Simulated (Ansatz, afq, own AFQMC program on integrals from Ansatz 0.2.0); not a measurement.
# AlH2O+ (triplet): quantum Monte Carlo beside coupled cluster, cc-pVDZ

How near does AFQMC come to the top of the ladder for AlH2O+ (triplet)?

Program: Ansatz 0.2.0, Gaussian basis, and an in-house AFQMC program (afq) on its integrals; all values are calculated. Level of theory: cc-pVDZ, frozen cores. These are calculated values, not measurements.

The runs, in order: PBE (unrestricted); r2SCAN (unrestricted); PBE0 (unrestricted); B3LYP (unrestricted); wB97M-V (unrestricted); B2PLYP (unrestricted); CCSD(T) on UHF; CCSDT(Q) on UHF; Phaseless AFQMC, CISD trial on UHF.

1 further run of the same task is left out (it didn't finish).

### Step 1. The geometry

The geometry is a PBE0/def2-TZVP stationary point (not a proven minimum) of the parent state, kept for this charge and spin.

4 atoms, charge 1, spin multiplicity 3.

Atoms are counted from 1 here; the program's logs count them from 0.

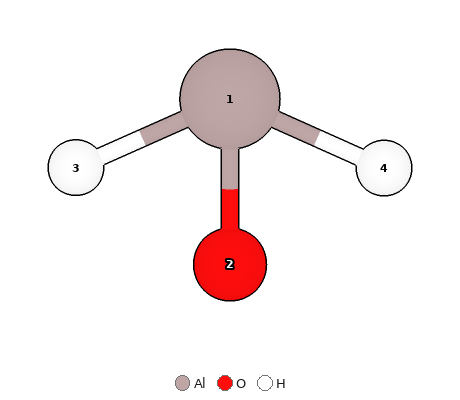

The geometry (aluminium light grey, oxygen red, hydrogen white); atoms are numbered from 1 in the order of the file.

### Step 2. PBE (unrestricted)

in.yaml

```yaml
crystal:
  periodic: [false, false, false]
  atoms:
    - {symbol: Al, position_ang: [0.000000, 0.000000, 0.653528]}
    - {symbol: O, position_ang: [0.000000, 0.000000, -1.093006]}
    - {symbol: H, position_ang: [0.000000, -1.622098, -0.072304]}
    - {symbol: H, position_ang: [0.000000, 1.622098, -0.072304]}
basis:
  gaussian: {orbitals: cc-pVDZ}
total_charge: 1
magnetization: {spin_polarized: true, initial_magnetization: 2}
hamiltonian: {xc: {name: PBE}}
output: {orbitals: {seedname: orbitals}}
```

Launch:

```console
$ ansatz run in.yaml --threads 1 --pin off --events-out ev --progress --plain --max-ram 1382MiB
```

The program printed:

```text
Functional definition: PBE
  name "PBE"
  cite "Perdew, Burke & Ernzerhof, Phys. Rev. Lett. 77, 3865 (1996) doi:10.1103/PhysRevLett.77.3865"
  parent pbe
  parameter kappa = 0.804
  parameter beta = 0.06672455060314922
  exchange = pbe_x(kappa = kappa, mu = beta*pi^2/3)
  correlation = pbe_c(beta = beta)
504 factors; their error is unknown
mean field evaluation 1: about -8620.9228 eV, gradient 8.6e1 eV
mean field evaluation 2: about -8339.6215 eV, gradient 1.4e2 eV
mean field evaluation 4: about -8638.5361 eV, gradient 5.4e1 eV
mean field evaluation 8: about -8656.8478 eV, gradient 2.2e0 eV
mean field evaluation 16: about -8656.8406 eV, gradient 1.5e-3 eV
mean field evaluation 32: about -8653.3770 eV, gradient 1.7e1 eV
mean field evaluation 64: about -8654.9327 eV, gradient 3.3e0 eV
mean field -8656.84062598 eV, -318.1330251876 hartree, gradient 2.4e-5 eV, S^2 2.008029; 11 other end points of the search recorded, 0 dependent functions left out
reference -8656.84066092 eV, -318.1330264716 hartree; 12, 10 occupied and 30, 32 virtual orbitals, 504 factors
Total energy: -8656.84066092 eV, -318.1330264716 hartree
```

Wall time 3.8 s (1 thread of Arm Neoverse V2, shared host).

From the report: ⟨S²⟩ of the determinant 2.008 (pure triplet: 2.00).

### Step 3. r2SCAN (unrestricted)

Edit in.yaml of step 2 so:

```diff
@@ -11,3 +11,2 @@
 magnetization: {spin_polarized: true, initial_magnetization: 2}
-hamiltonian: {xc: {name: PBE}}
-output: {orbitals: {seedname: orbitals}}
+hamiltonian: {xc: {name: r2SCAN}}
```

Same command.

The program printed:

```text
Functional definition: r2SCAN
  name "r2SCAN"
  cite "Furness, Kaplan, Ning, Perdew & Sun, J. Phys. Chem. Lett. 11, 8208 (2020) doi:10.1021/acs.jpclett.0c02405"
  cite "Furness, Kaplan, Ning, Perdew & Sun, J. Phys. Chem. Lett. 11, 9248 (2020) doi:10.1021/acs.jpclett.0c03077"
  parent r2scan
  parameter k0 = 0.174
  parameter k1 = 0.065
  parameter a1 = 4.9479
  exchange = r2scan_x(k0 = k0, k1 = k1, a1 = a1)
  correlation = r2scan_c
504 factors; their error is unknown
mean field evaluation 1: about -8628.7290 eV, gradient 8.2e1 eV
mean field evaluation 2: about -8380.7554 eV, gradient 1.4e2 eV
mean field evaluation 4: about -8644.0057 eV, gradient 5.2e1 eV
mean field evaluation 8: about -8660.8915 eV, gradient 1.7e0 eV
mean field evaluation 16: about -8660.8804 eV, gradient 1.1e-3 eV
mean field evaluation 32: about -8660.4476 eV, gradient 9.6e-1 eV
mean field -8660.88035823 eV, -318.2814826095 hartree, gradient 3.1e-5 eV, S^2 2.018843; 5 other end points of the search recorded, 0 dependent functions left out
reference -8660.88037189 eV, -318.2814831113 hartree; 12, 10 occupied and 30, 32 virtual orbitals, 504 factors
Total energy: -8660.88037189 eV, -318.2814831113 hartree
```

It took 4.8 s on 1 thread of Arm Neoverse V2, shared host.

From the report: ⟨S²⟩ of the determinant 2.019 (pure triplet: 2.00).

### Step 4. PBE0 (unrestricted)

Edit in.yaml of step 3 so:

```diff
@@ -11,2 +11,3 @@
 magnetization: {spin_polarized: true, initial_magnetization: 2}
-hamiltonian: {xc: {name: r2SCAN}}
+hamiltonian: {xc: {name: PBE0}}
+output: {orbitals: {seedname: orbitals}}
```

Same command.

The program printed, shortened:

```text
Functional definition: PBE0
  name "PBE0"
  cite "Adamo & Barone, J. Chem. Phys. 110, 6158 (1999) doi:10.1063/1.478522"
  cite "Perdew, Burke & Ernzerhof, Phys. Rev. Lett. 77, 3865 (1996) doi:10.1103/PhysRevLett.77.3865"
  parent pbe
[...]
393 factors; integrals over basis functions are off by at most 1.1e-3 eV
[...]
mean field -8657.12791643 eV, -318.1435829169 hartree, gradient 1.3e-5 eV, S^2 2.014803; 2 other end points of the search recorded, 0 dependent functions left out
reference -8657.12794259 eV, -318.1435838782 hartree; 12, 10 occupied and 30, 32 virtual orbitals, 393 factors
Total energy: -8657.12794259 eV, -318.1435838782 hartree
```

Run time: 1.7 s. Hardware: 1 thread of Arm Neoverse V2, shared host.

From the report: ⟨S²⟩ of the determinant 2.015 (pure triplet: 2.00).

### Step 5. B3LYP (unrestricted)

Edit in.yaml of step 4 so:

```diff
@@ -11,3 +11,2 @@
 magnetization: {spin_polarized: true, initial_magnetization: 2}
-hamiltonian: {xc: {name: PBE0}}
-output: {orbitals: {seedname: orbitals}}
+hamiltonian: {xc: {name: B3LYP}}
```

The command is unchanged.

The program printed, shortened:

```text
Functional definition: B3LYP
  name "B3LYP"
  cite "Stephens, Devlin, Chabalowski & Frisch, J. Phys. Chem. 98, 11623 (1994) doi:10.1021/j100096a001"
  cite "Becke, Phys. Rev. A 38, 3098 (1988) doi:10.1103/PhysRevA.38.3098"
  cite "Lee, Yang & Parr, Phys. Rev. B 37, 785 (1988) doi:10.1103/PhysRevB.37.785"
  cite "Vosko, Wilk & Nusair, Can. J. Phys. 58, 1200 (1980) doi:10.1139/p80-159"
[...]
393 factors; integrals over basis functions are off by at most 1.1e-3 eV
[...]
mean field -8663.12475123 eV, -318.3639625307 hartree, gradient 9.6e-6 eV, S^2 2.013450; 2 other end points of the search recorded, 0 dependent functions left out
reference -8663.12495155 eV, -318.3639698925 hartree; 12, 10 occupied and 30, 32 virtual orbitals, 393 factors
Total energy: -8663.12495155 eV, -318.3639698925 hartree
```

Wall time 1.4 s (1 thread of Arm Neoverse V2, shared host).

From the report: ⟨S²⟩ of the determinant 2.013 (pure triplet: 2.00).

### Step 6. wB97M-V (unrestricted)

Edit in.yaml of step 5 so:

```diff
@@ -11,2 +11,3 @@
 magnetization: {spin_polarized: true, initial_magnetization: 2}
-hamiltonian: {xc: {name: B3LYP}}
+hamiltonian: {xc: {name: wB97M-V}}
+output: {orbitals: {seedname: orbitals}}
```

The command is unchanged.

The program printed, shortened:

```text
Functional definition: wB97M-V
  name "wB97M-V"
  cite "Mardirossian & Head-Gordon, J. Chem. Phys. 144, 214110 (2016) doi:10.1063/1.4952647"
  cite "Becke, J. Chem. Phys. 107, 8554 (1997) doi:10.1063/1.475007"
  cite "Vydrov & Van Voorhis, J. Chem. Phys. 133, 244103 (2010) doi:10.1063/1.3521275"
  # Of w^i u^j: cxij and so on, Table III.
[...]
  gx(w, u) = 1 - cx + cx01*u + cx10*w
  gss(w, u) = css00 + css04*u^4 + css10*w + css20*w^2 + css43*w^4*u^3
  gos(w, u) = cos00 + cos10*w + (cos20 + cos21*u)*w^2 + (cos60 + cos61*u)*w^6
[...]
      + integral(e_c_pw_mod_opposite_spin*gos(b97_w_opposite, b97_u_opposite)) + vv10(b, c)
393 factors; integrals over basis functions are off by at most 1.1e-3 eV
131 factors; integrals over basis functions are off by at most 9.8e-6 eV
[...]
mean field -8661.15306529 eV, -318.2915044089 hartree, gradient 3.7e-6 eV, S^2 2.014925; 2 other end points of the search recorded, 0 dependent functions left out
reference -8661.15310570 eV, -318.2915058941 hartree; 12, 10 occupied and 30, 32 virtual orbitals, 393 factors
Total energy: -8661.15310570 eV, -318.2915058941 hartree
```

Run time: 6.5 s. Hardware: 1 thread of Arm Neoverse V2, shared host.

From the report: ⟨S²⟩ of the determinant 2.015 (pure triplet: 2.00).

### Step 7. B2PLYP (unrestricted)

Edit in.yaml of step 6 so:

```diff
@@ -11,3 +11,3 @@
 magnetization: {spin_polarized: true, initial_magnetization: 2}
-hamiltonian: {xc: {name: wB97M-V}}
-output: {orbitals: {seedname: orbitals}}
+hamiltonian: {xc: {name: B2PLYP}}
+correlation: {electrons: outside_noble_gas}
```

Launched as before.

The program printed, shortened:

```text
Functional definition: B2PLYP
  name "B2PLYP"
  cite "Grimme, J. Chem. Phys. 124, 034108 (2006) doi:10.1063/1.2148954"
  cite "Becke, Phys. Rev. A 38, 3098 (1988) doi:10.1103/PhysRevA.38.3098"
  cite "Lee, Yang & Parr, Phys. Rev. B 37, 785 (1988) doi:10.1103/PhysRevB.37.785"
[...]
393 factors; integrals over basis functions are off by at most 1.1e-3 eV
[...]
mean field -8655.37521595 eV, -318.0791723622 hartree, gradient 2.5e-6 eV, S^2 2.025416; 4 other end points of the search recorded, 0 dependent functions left out
6 core orbitals not correlated: weight in the atoms' cores, before any rotation towards them, 1.000 or more for the frozen orbitals, at most 0.000 for the correlated occupied ones
reference -8655.37534305 eV, -318.0791770330 hartree; 6, 4 occupied and 30, 32 virtual orbitals, 393 factors
second order -7.21616331 eV of doubles, -0.00000000 eV of singles
Total energy: -8657.32370714 eV, -318.1507780928 hartree
```

Wall time 3 s (1 thread of Arm Neoverse V2, shared host).

From the report: ⟨S²⟩ of the determinant 2.025 (pure triplet: 2.00).

### Step 8. CCSD(T) on UHF

Edit in.yaml of step 7 so:

```diff
@@ -11,3 +11,2 @@
 magnetization: {spin_polarized: true, initial_magnetization: 2}
-hamiltonian: {xc: {name: B2PLYP}}
-correlation: {electrons: outside_noble_gas}
+correlation: {method: ccsd_t, electrons: outside_noble_gas, hamiltonian_folder: ham}
```

Same command.

The program printed, shortened:

```text
Functional definition: HF
  name "HF"
  cite "Fock, Z. Phys. 61, 126 (1930) doi:10.1007/BF01340294"
  parent pbe
[...]
393 factors; integrals over basis functions are off by at most 1.1e-3 eV
[...]
mean field -8638.84040604 eV, -317.4715293056 hartree, gradient 2.3e-6 eV, S^2 2.288932; 17 other end points of the search recorded, 0 dependent functions left out
determinant -8638.84040604 eV, -317.4715293056 hartree, with singles and doubles -8644.81193325 eV, -317.6909788831 hartree
determinant -8638.71303079 eV, -317.4668483516 hartree, with singles and doubles -8645.06362797 eV, -317.7002284934 hartree
determinant -8637.62517003 eV, -317.4268702061 hartree, with singles and doubles -8643.33782782 eV, -317.6368065074 hartree
determinant -8637.46656836 eV, -317.4210417022 hartree, with singles and doubles -8642.78844249 eV, -317.6166169692 hartree
[...]
determinant -8636.75054228 eV, -317.3947282290 hartree, with singles and doubles -8642.81612598 eV, -317.6176343187 hartree
determinant -8635.36116713 eV, -317.3436696339 hartree, with singles and doubles -8641.92518887 eV, -317.5848929838 hartree
determinant -8638.84040604 eV, -317.4715293056 hartree, with singles and doubles -8644.82481792 eV, -317.6914523858 hartree
determinant -8638.71303079 eV, -317.4668483516 hartree, with singles and doubles -8645.07012831 eV, -317.7004673764 hartree
6 core orbitals not correlated: weight in the atoms' cores, before any rotation towards them, 1.000 or more for the frozen orbitals, at most 0.000 for the correlated occupied ones
reference -8638.71303079 eV, -317.4668483516 hartree; 6, 4 occupied and 30, 32 virtual orbitals, 393 factors
second order -5.23094823 eV of doubles, -0.00000000 eV of singles
cycle   1  -6.35709725 eV  change    2.7e-7 eV  update   2.7e-6
perturbative correction -0.21250485 eV, -0.0078094092 hartree
Total energy: -8645.28263289 eV, -317.7082767758 hartree
```

Wall time 4.7 s (1 thread of Arm Neoverse V2, shared host).

From the report: ⟨S²⟩ of the determinant 2.042 (pure triplet: 2.00); correlation -6.5696 eV; T1 0.052; largest double amplitude 0.13.

This run also writes the integrals to the folder ham.

### Step 9. CCSDT(Q) on UHF

Edit in.yaml of step 8 so:

```diff
@@ -11,2 +11,2 @@
 magnetization: {spin_polarized: true, initial_magnetization: 2}
-correlation: {method: ccsd_t, electrons: outside_noble_gas, hamiltonian_folder: ham}
+correlation: {method: ccsdt_q, electrons: outside_noble_gas}
```

The command is unchanged.

The program printed, shortened:

```text
Functional definition: HF
  name "HF"
  cite "Fock, Z. Phys. 61, 126 (1930) doi:10.1007/BF01340294"
  parent pbe
[...]
787 factors; integrals over basis functions are off by at most 1.5e-7 eV
[...]
mean field -8638.84060334 eV, -317.4715365564 hartree, gradient 2.4e-6 eV, S^2 2.288962; 17 other end points of the search recorded, 0 dependent functions left out
determinant -8638.84060334 eV, -317.4715365564 hartree, with singles and doubles -8644.81212089 eV, -317.6909857786 hartree
determinant -8638.71321798 eV, -317.4668552305 hartree, with singles and doubles -8645.06382291 eV, -317.7002356571 hartree
determinant -8637.62539428 eV, -317.4268784468 hartree, with singles and doubles -8643.33803176 eV, -317.6368140023 hartree
determinant -8637.46679344 eV, -317.4210499738 hartree, with singles and doubles -8642.78866551 eV, -317.6166251649 hartree
[...]
determinant -8635.36137978 eV, -317.3436774488 hartree, with singles and doubles -8641.92538299 eV, -317.5849001176 hartree
determinant -8638.84060334 eV, -317.4715365564 hartree, with singles and doubles -8644.82500751 eV, -317.6914593530 hartree
determinant -8638.71321798 eV, -317.4668552305 hartree, with singles and doubles -8645.07032389 eV, -317.7004745638 hartree
6 core orbitals not correlated: weight in the atoms' cores, before any rotation towards them, 1.000 or more for the frozen orbitals, at most 0.000 for the correlated occupied ones
reference -8638.71321798 eV, -317.4668552305 hartree; 6, 4 occupied and 30, 32 virtual orbitals, 787 factors
second order -5.23100314 eV of doubles, -0.00000000 eV of singles
cycle   1  -5.77824224 eV  change   -5.5e-1 eV  update   1.1e-1
[...]
cycle  24  -6.63485722 eV  change   -4.0e-7 eV  update   1.1e-6
perturbative correction -0.03129909 eV, -0.0011502205 hartree
Total energy: -8645.37937429 eV, -317.7118319565 hartree
```

Wall time 18 s (1 thread of Arm Neoverse V2, shared host); peak memory 0.25 GiB.

From the report: ⟨S²⟩ of the determinant 2.042 (pure triplet: 2.00); correlation -6.6662 eV; T1 0.056; largest double amplitude 0.17.

### Step 10. Phaseless AFQMC, CISD trial on UHF

It reads the integrals that the CCSD(T) run on this determinant wrote.

Launch:

```console
$ afq ham --method phaseless --trial cisd --walkers 60 --populations 1 --least-time 40 --time-step 0.005 --steps-per-block 50 --equilibration-blocks 28 --max-blocks 300 --target-error 0.00038 --factor-cut 1e-05 --start spin_pure --seed 9701 --release-times 0.24,0.51,0.99,1.62,2.4 --release-step 0.03 --release-every 4 --taylor-order 6
```

The program printed:

```text
orbitals 36  electrons 6 4  factors 265 of 393
reference energy -317.46684835 Eh
CCSD correlation -0.23361884 Eh in 17 cycles, weight of the determinant in the CISD state 0.8331
energy of the start -317.699118 Eh
 block  time / (1/Eh)  mean weight  energy / Eh
     1     0.250  0.9992  -317.697457
     2     0.500  0.9997  -317.699086
     3     0.750  1.0000  -317.700286
     4     1.000  0.9998  -317.702740
     5     1.250  1.0025  -317.702004
     6     1.500  0.9983  -317.707445
     7     1.750  0.9996  -317.708172
     8     2.000  1.0004  -317.708091
     9     2.250  0.9988  -317.708886
    10     2.500  0.9983  -317.705464
    17     4.250  1.0008  -317.707064
    25     6.250  0.9956  -317.702623
    33     8.250  0.9987  -317.700700
    41    10.250  0.9978  -317.706251
    49    12.250  0.9992  -317.704600
    57    14.250  0.9990  -317.711660
    65    16.250  0.9998  -317.712434
    73    18.250  1.0021  -317.714262
    81    20.250  0.9984  -317.707733
    89    22.250  0.9973  -317.713106
    97    24.250  0.9999  -317.705438
   105    26.250  0.9989  -317.718830
   113    28.250  0.9976  -317.686040
   121    30.250  0.9985  -317.703981
   129    32.250  1.0011  -317.703519
   137    34.250  1.0018  -317.717227
   145    36.250  1.0014  -317.705743
   153    38.250  0.9993  -317.706765
   161    40.250  0.9938  -317.706160
   169    42.250  1.0009  -317.710794
   177    44.250  0.9993  -317.711170
   185    46.250  1.0002  -317.702144
   193    48.250  1.0030  -317.715129
   201    50.250  0.9964  -317.713025
   209    52.250  1.0013  -317.715840
   217    54.250  1.0005  -317.702093
   225    56.250  0.9968  -317.701424
   233    58.250  1.0002  -317.710045
   241    60.250  1.0026  -317.722304
   249    62.250  0.9985  -317.701504
   257    64.250  0.9982  -317.704035
   265    66.250  0.9987  -317.702454
   273    68.250  0.9993  -317.703221
   281    70.250  1.0032  -317.710014
   289    72.250  1.0010  -317.706935
   297    74.250  1.0031  -317.702276
   305    76.250  1.0012  -317.705793
   313    78.250  0.9985  -317.713709
   321    80.250  0.9975  -317.723339
blocks merged  error / Eh  count
     1  0.000434  300
     2  0.000536  150
     4  0.000631  75
     8  0.000731  37
    16  0.000559  18
    32  0.000700  9
released: time / (1/Eh)  energy / Eh  error  mean overlap
  0.24  -317.709086  0.000620  0.9887
  0.51  -317.708678  0.000619  1.0042
  0.99  -317.710073  0.000754  0.9961
  1.62  -317.711356  0.000971  1.0048
  2.40  -317.711990  0.001221  1.0069
energy -317.708837 +/- 0.000731 Eh
```

It took 5 min on 1 thread of Arm Neoverse V2, shared host.

Energy -8645.2979 ± 0.0199 eV. Caveats: constraint bias not in the error; error above the target.

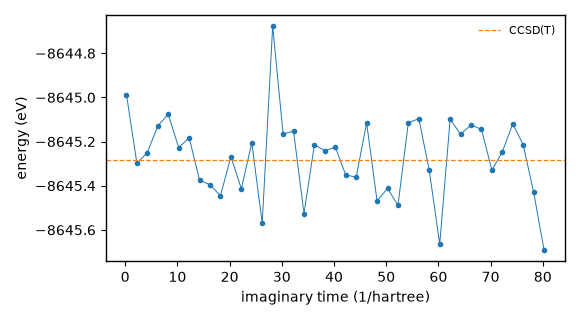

Block energies along the walk.

### Step 11. AFQMC on the ladder

On the UHF determinant, counted from CCSDT(Q) (a yardstick, not exact):

```csv
level,energy (eV),from CCSDT(Q) (kJ/mol),statistical error (kJ/mol),time
HF,-8638.7130,+643.2,,
MP2,-8643.9440,+138.5,,
CCSD,-8645.0701,+29.8,,
CCSD(T),-8645.2826,+9.3,,
CCSDT(Q),-8645.3794,0.0,,
"Phaseless AFQMC, CISD trial, step 0.005, 60 walkers",-8645.2979,+7.9,1.9,5 min
```

The functionals' totals stand on their own zeros and serve differences with other points: PBE -8656.841 eV; r2SCAN -8660.880 eV; PBE0 -8657.128 eV; B3LYP -8663.125 eV; wB97M-V -8661.153 eV; B2PLYP -8657.324 eV.

### Step 12. Results

| quantity | value |
| --- | --- |
| CCSD(T) on UHF from CCSDT(Q) | +9.3 kJ/mol |
| Phaseless AFQMC, CISD trial on UHF from CCSDT(Q) | +7.9 ± 1.9 kJ/mol |

What this shows: On UHF the phaseless walk with the CISD trial lies +7.9 kJ/mol from CCSDT(Q), 4 times its error bar. Error bars are statistical and leave out the constraint, the time step and what remains of the start.
